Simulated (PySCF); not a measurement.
```xyz
20

C     3.2249    0.7268    0.1858
N     2.6120   -0.2361   -0.3312
C     1.2194   -0.4541   -0.1229
C     0.5166   -0.3167   -1.4803
Si   -1.3443   -0.6392   -1.2630
C    -1.7133    0.0553    0.4534
C    -2.8739    0.5741    0.8275
C    -0.5476   -0.0115    1.4075
O     0.6701    0.4175    0.8480
H     2.7781    1.4611    0.8542
H     4.2751    0.8309   -0.0476
H     1.1234   -1.4987    0.2277
H     0.6998    0.6964   -1.8418
H     0.9885   -1.0016   -2.1822
H    -1.5943   -2.0889   -1.2616
H    -2.1327    0.0415   -2.2912
H    -3.7133    0.6143    0.1540
H    -3.0382    0.9698    1.8190
H    -0.4442   -1.0494    1.7710
H    -0.7113    0.6412    2.2706
```

Geometry: GFN2-xTB.

These are results of PySCF 2.14.0, PBE0/pcSseg-1, SCF density, gas phase, non-relativistic, not measurements.

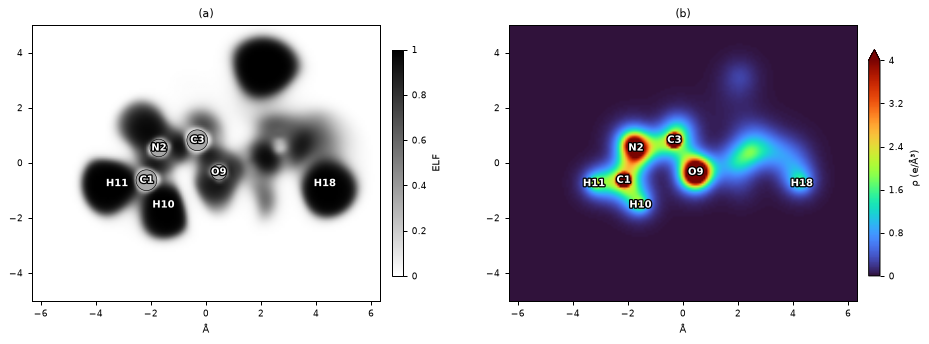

C₆H₁₁NOSi. (a) electron localisation function; (b) electron density on the plane of atoms C1, N2 and C3. Grey discs cover the atomic cores in the ELF map.

What do the fields say about this system?

Atoms in the plane: C, N, O and H. C–N (1.25 Å): ρ at the midpoint is about 2.9 e/Å³; the ELF peaks at about 0.90 between the atoms: a multiple bond. C–O (1.42 Å): ρ at the midpoint is about 2.1 e/Å³, with its minimum of 1.8 e/Å³ about 0.5 Å from C; the ELF peaks at about 0.90 between the atoms; a polar covalent bond. C–H (1.09 Å): ρ is about 2 e/Å³ halfway; the ELF climbs to about 1 towards the hydrogen, as it does in any bond to H; an ordinary covalent bond to hydrogen. C–N (1.42 Å): ρ at the midpoint is about 2.1 e/Å³; the ELF peaks at about 0.95 between the atoms: a covalent bond. The ELF also peaks beside O9 and N2, away from the bonds: lone-pair regions.
